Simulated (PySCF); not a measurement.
| atom | x (Å) | y (Å) | z (Å) |
| --- | --- | --- | --- |
| P | 3.8344 | 0.4615 | -0.2262 |
| C | 2.2935 | 0.2434 | -0.1342 |
| C | 0.9165 | 0.0247 | -0.0569 |
| C | 0.0030 | 1.0825 | 0.0456 |
| C | -1.3458 | 0.7954 | 0.1170 |
| C | -1.7457 | -0.5342 | 0.0851 |
| N | -0.8943 | -1.5431 | -0.0132 |
| C | 0.3908 | -1.2788 | -0.0827 |
| H | 0.3625 | 2.1014 | 0.0679 |
| H | -2.0754 | 1.5865 | 0.1951 |
| H | -2.7906 | -0.8084 | 0.1401 |
| H | 1.0522 | -2.1317 | -0.1638 |

Geometry: GFN2-xTB.

These are results of PySCF, B3LYP/def2-SVPD, SCF density, gas phase, not measurements.

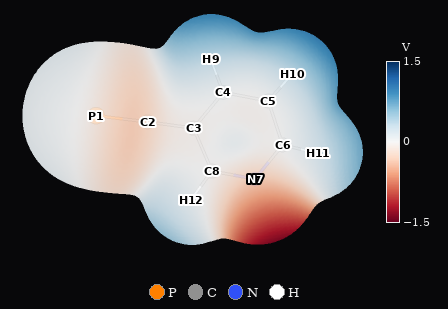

C$_{6}$H$_{4}$NP (SMILES P#Cc1cccnc1). The electrostatic potential painted on the density surface at 0.001 e/bohr³, seen across its widest extent; red is negative and blue positive.

Describe the electrostatic potential map.

The most negative region (about −1.4 V) lies over N7, the most positive (about +1.0 V) over H9 and H10. N7 is the likeliest acceptor of a hydrogen bond.
